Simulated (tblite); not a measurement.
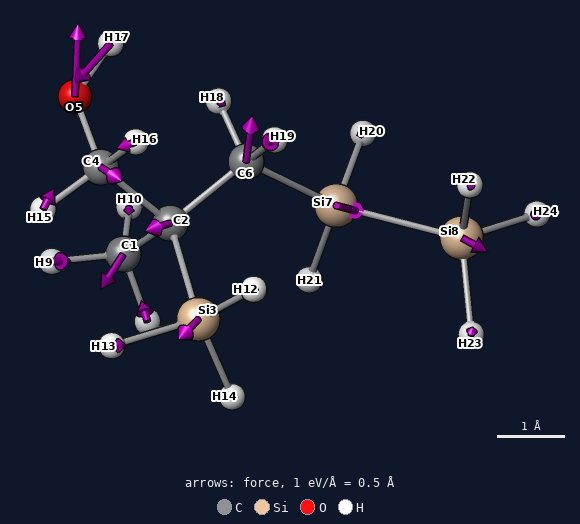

Starting geometry of C4H16OSi3 with the computed forces as purple arrows. A ball-and-stick model, seen at a tilt.

These are results of GFN2-xTB geometry optimisation, gas phase in tblite, not measurements. 

What follows when this structure is relaxed?

It isn't relaxed: the largest force vector, on the O atom, is 2.31 eV/Å. The final displacements have little in common with the starting forces (cosine between the two patterns 0.22). The largest move after the best rigid fit is that of an H atom, 0.83 Å. Largest moves by element: H 0.83 Å, O 0.39 Å, Si 0.26 Å, C 0.26 Å. Near-neighbour distances that change, for instance: C–Si 1.836 → 1.915 Å, Si–Si 2.247 → 2.311 Å, C–C 1.487 → 1.537 Å, H–O 1.007 → 0.964 Å. Among the angles between lasting bonds that change: Si–Si–H 104.3° → 111.5°, O–C–H 111.9° → 104.8°, H–Si–H 113.4° → 106.4°. Groups turn about C–O by about 40°, C–C by about 35°. After 138 geometry steps the energy has fallen by 16.5 kcal/mol. Cost: 6.1 s on 1 thread of Intel(R) Xeon(R) Processor @ 2.50GHz, with other jobs on the host.
